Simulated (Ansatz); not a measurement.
System: C2H10AlClOSi.

```xyz
16

C     2.4171   -0.7704   -2.8031
C     1.7849    1.9992   -0.0736
Al    1.3348    0.2444    0.6614
Cl    3.0127   -1.1308    0.7542
O     0.3578   -0.7078   -0.7645
Si    1.0202   -1.7074   -2.0299
H     3.2383   -0.6553   -2.0807
H     2.0856    0.2237   -3.1380
H     2.7913   -1.3260   -3.6774
H     1.3971   -3.0204   -1.4479
H    -0.1396   -1.8903   -2.9514
H    -0.5398   -0.9254   -0.4792
H     0.2411    0.0528    1.8099
H     2.3334    2.6038    0.6686
H     0.8870    2.5755   -0.3544
H     2.4310    1.9281   -0.9643
```

Geometry: PBE0-D4/def2-SVP.

Theory: isolated molecule in a Gaussian basis; Kohn-Sham density functional theory, functional PBE0 (Ansatz).

What will maps of the electron density and electron localisation function show?

Answer. Si–O (1.74 Å): the density is about 0.89 e/Å³ at the midpoint; the ELF peaks at about 0.90 between the atoms; a shared but strongly polarised pair.
C–Si (1.85 Å): ρ is about 1 e/Å³ halfway; the ELF peaks at about 0.95 between the atoms: a covalent bond.

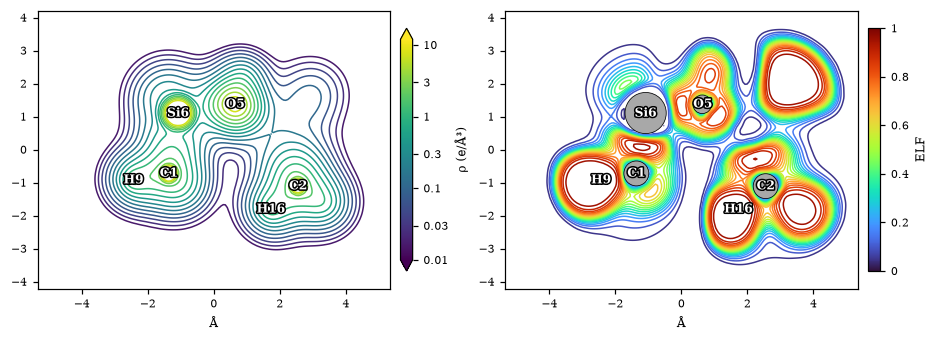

Computed electron density and electron localisation function on the plane of atoms Si6, C1 and H9, in this order. Grey discs cover the atomic cores in the ELF map. 
